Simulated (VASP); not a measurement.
Band structure of Li2Se (antifluorite). Level of theory: LDA (Ceperley-Alder, Perdew-Zunger) with spin-orbit coupling, VASP's LDA PAW potentials (set 64) (plane waves; VASP 6.6.1).

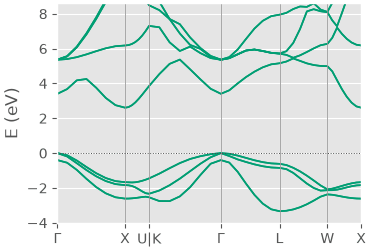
Bands along high-symmetry lines, zero at the valence-band maximum or, without a gap, the Fermi level

Task: Read the plot: is there a gap, and where are the band edges?

Result: The gap is indirect, 2.61 eV, from the valence maximum at Γ to the conduction minimum at X.

The compound is Li2Se in the antifluorite structure. It was relaxed first, which changed the volume by -7 %.
